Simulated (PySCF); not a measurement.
# singlet InSiH3ClO+ at 6 levels

Aim: a comparison of 6 runs (HF/STO-3G, HF/3-21G, CAM-B3LYP/def2-SVP, M06-2X/def2-SVP, wB97M-V/def2-SVP, SCS-MP2/def2-SVP) of singlet InSiH3ClO+. Input form: a Python script.

Program for the calculation: PySCF 2.14.0.

3 further runs of the same task are left out: 3 set aside as unsound or not needed.

## Step 1: The system as given

InSiH3ClO+ has 7 atoms, charge +1, and is taken as a singlet. As SMILES of the parent species, `[SiH3][O][In][Cl]`. Geometry: relaxed at PBE0-D4/def2-TZVP. This is one conformer, not always the lowest. That shape belongs to the parent species and isn't relaxed for this state.

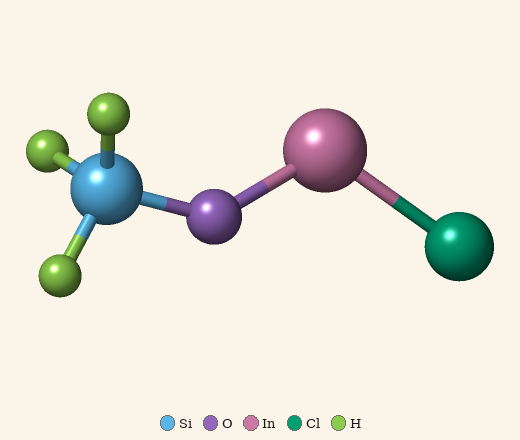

The structure, seen from a chosen angle (silicon blue, oxygen purple, indium pink, chlorine teal, hydrogen green).

## Step 2: A single-point energy at HF/STO-3G (run 1)

The input, run.py:

```python
from pyscf import gto

mol = gto.Mole()
mol.atom = [
    ('Si', (0.016600, 1.144600, 0.460800)),
    ('O', (0.203700, -0.441600, 0.114500)),
    ('In', (-0.437600, -1.723300, -1.270600)),
    ('Cl', (0.330700, -3.933200, -1.041200)),
    ('H', (0.496200, 2.009500, -0.655300)),
    ('H', (0.803700, 1.457800, 1.681900)),
    ('H', (-1.413400, 1.486100, 0.709900)),
]
mol.basis = 'sto-3g'
mol.verbose = 3
mol.max_memory = 1860
mol.charge = 1
mol.build()

mf = mol.RHF()
mf.conv_tol = 1e-10
mf.kernel()
if not mf.converged:
    mf = mf.newton().run(mf.mo_coeff, mf.mo_occ)

energy = mf.e_tot
print(f'total energy: {energy:.8f} hartree')
```

On the command line:

```bash
$ OMP_NUM_THREADS=1 python run.py
```

Output:

```text
converged SCF energy = -6498.55161042375
total energy: -6498.55161042 hartree
```

Run time: 1.4 s. Hardware: 1 thread of Intel Xeon at 2.70GHz, shared host; peak memory 0.12 GiB.

## Step 3: The energy at HF/3-21G (run 2)

The input, input.xyz:

```xyz
7

Si     0.016600     1.144600     0.460800
O      0.203700    -0.441600     0.114500
In    -0.437600    -1.723300    -1.270600
Cl     0.330700    -3.933200    -1.041200
H      0.496200     2.009500    -0.655300
H      0.803700     1.457800     1.681900
H     -1.413400     1.486100     0.709900
```

The input, calc.py:

```python
from pyscf import gto

mol = gto.M(
    atom='input.xyz',
    max_memory=1860,
    basis='3-21g',
    verbose=4,
    charge=1,
)

mf = mol.RHF()
mf.conv_tol = 1e-10
mf.kernel()
if not mf.converged:
    mf = mf.newton().run(mf.mo_coeff, mf.mo_occ)

energy = mf.e_tot
print('E(%s) = %.9f' % ('HF', energy))
```

On the command line:

```bash
$ OMP_NUM_THREADS=1 python calc.py
```

Output:

```text
PySCF version 2.14.0

[... 67 lines left out ...]
converged SCF energy = -6535.41628647538
E(HF) = -6535.416286475
```

It took 1.6 s on 1 thread of Intel Xeon at 2.70GHz, shared host; peak memory 0.14 GiB.

Runs 3 to 5 aren't shown in full; the table further down has their settings and results.

## Step 4: A single-point energy at SCS-MP2/def2-SVP (core potential) (run 6)

The input, input.py:

```python
from pyscf import gto, mp

molecule = gto.M(
    atom='''
Si   0.016600   1.144600   0.460800
O    0.203700  -0.441600   0.114500
In  -0.437600  -1.723300  -1.270600
Cl   0.330700  -3.933200  -1.041200
H    0.496200   2.009500  -0.655300
H    0.803700   1.457800   1.681900
H   -1.413400   1.486100   0.709900
''',
    spin=0,
    verbose=3,
    basis='def2-svp',
    ecp={'In': 'def2-svp'},
    charge=1,
    max_memory=1860,
)

mf = molecule.RHF()
mf.conv_tol = 1e-10
mf.kernel()
if not mf.converged:
    mf = mf.newton().run(mf.mo_coeff, mf.mo_occ)

pt = mp.MP2(mf, frozen=15).run()
etot = mf.e_tot + 1.2 * pt.e_corr_os + pt.e_corr_ss / 3
print(f'total energy: {etot:.8f} hartree')
```

On the command line:

```bash
$ OMP_NUM_THREADS=1 python input.py
```

Output:

```text
converged SCF energy = -1013.72345301904
E(RMP2) = -1014.21437459256  E_corr = -0.490921573517122
E(SCS-RMP2) = -1014.2078251847  E_corr = -0.484372165663607
total energy: -1014.20782518 hartree
```

Wall time 2.6 s (1 thread of Intel Xeon at 2.70GHz, shared host); peak memory 0.22 GiB.

## Step 5: The series

```tsv
run	level	core potential	integration grid	energy (Eh)	HOMO energy (eV)	LUMO energy (eV)	HOMO–LUMO gap (eV)	wall time
1	HF/STO-3G	–	–	-6498.551610	-13.89	-4.65	9.25	1.4 s
2	HF/3-21G	–	–	-6535.416286	-16.10	-8.04	8.06	1.6 s
3	CAM-B3LYP/def2-SVP (core potential)	def2-svp	5	-1016.263637	-14.50	-10.11	4.39	44 s
4	M06-2X/def2-SVP (core potential)	def2-svp	5	-1016.172017	-14.35	-10.32	4.03	49 s
5	wB97M-V/def2-SVP (core potential)	def2-svp	5	-1016.174057	-15.25	-9.12	6.13	2.3 min
6	SCS-MP2/def2-SVP (core potential)	def2-svp	–	-1014.207825	-16.14	-8.16	7.98	2.6 s
```

## Step 6: Summary of results

| quantity | value |
| --- | --- |
| run 6: total energy | -1014.20783 Eh |
| run 6: HOMO energy (Hartree–Fock orbitals) | -16.14 eV |
| run 6: LUMO energy (Hartree–Fock orbitals) | -8.16 eV |
| run 6: HOMO–LUMO gap (Hartree–Fock orbitals) | 7.98 eV |
| run 6: correlation energy (15 core orbitals frozen) | -484.4 mEh |

**Reading.** Over runs 1, 2, 3, 4, 5 the HOMO–LUMO gap runs from 4.03 eV (M06-2X/def2-SVP) to 9.25 eV (HF/STO-3G). The two ends differ in method and basis and core potential. Totals of different functionals can't be ranked against each other. Some runs of one species differ in core potentials or relativity; totals across that change don't compare. In run 1 the basis is minimal, so the values are rough. In runs 1, 2 relativity is left out where basis or elements ask for it. All runs together took 3.9 min, the longest 2.3 min.
